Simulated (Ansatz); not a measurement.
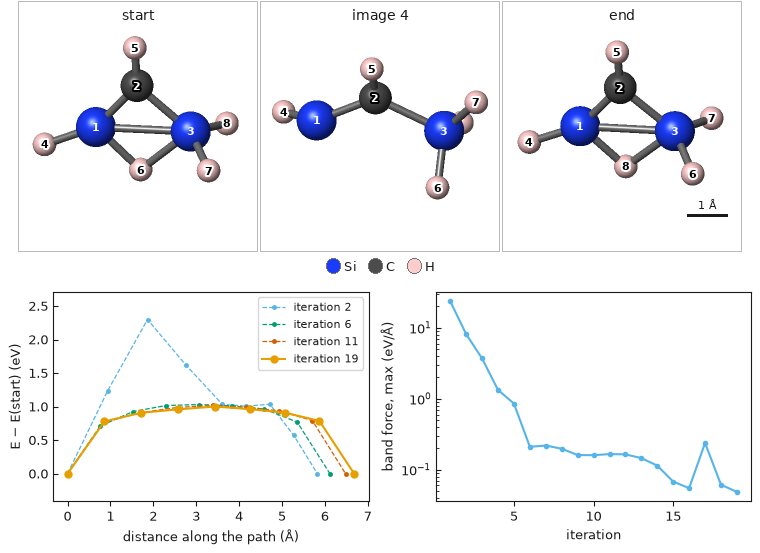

A search for the minimum-energy path of CH$_{5}$Si$_{2}$ (charge +1) by the nudged elastic band. Images are numbered from 0 (start) to 8 (end). The plot follows the band through its iterations. A ball-and-stick model, seen at a tilt.

Level of theory: RKS PBE0/def2-SVP in Ansatz. Set-up: 7 movable images; climbing image; force threshold 0.05 eV/Å; iteration limit 60; starting path through a guess of the saddle point.

> Did the band converge, and can the barrier be trusted?

The result isn't final. The band hadn't converged when the run stopped after 19 iterations. The largest component of the band force went from 24 to 0.049 eV/Å. The barrier read from it is provisional, though the highest image hardly moved in the last two iterations. The first iteration put the highest image at 6.53 eV. The two ends have the same energy, and the highest point, image 4, lies 1.00 eV above the start.
